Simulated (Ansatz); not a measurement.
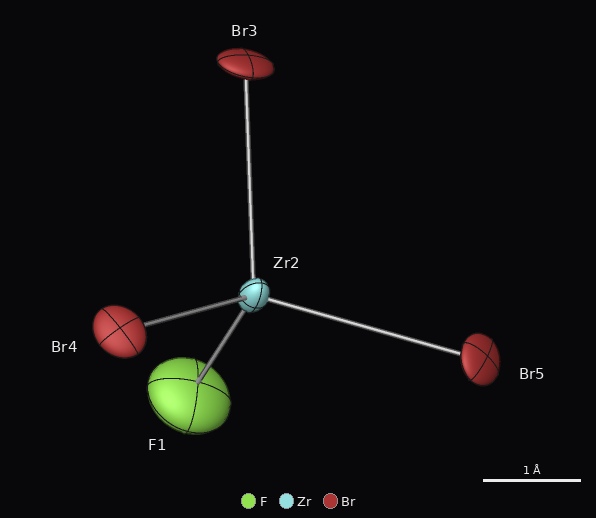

Displacement ellipsoids at the 50 % level, enlarged 1.5 times, from the internal vibrations of the free molecule (harmonic, no overall translation or rotation; no half-axis is drawn under 0.075 Å). Charge 0, singlet. Vibrations computed with RKS PBE0-D4/def2-TZVP, core potentials on Zr (Ansatz 0.2.0). Temperature: 600 K.

Give the displacement parameters, one line for each set of equivalent atoms.

```json
{"atom": "F1", "U_eq (Å²)": "0.0300", "rms amplitudes (Å)": "0.112, 0.196, 0.196"}
{"atom": "Zr2", "U_eq (Å²)": "0.0063", "rms amplitudes (Å)": "0.068, 0.068, 0.098"}
{"atom": "Br3, Br4, Br5", "U_eq (Å²)": "0.0108", "rms amplitudes (Å)": "0.047, 0.111, 0.134"}
```
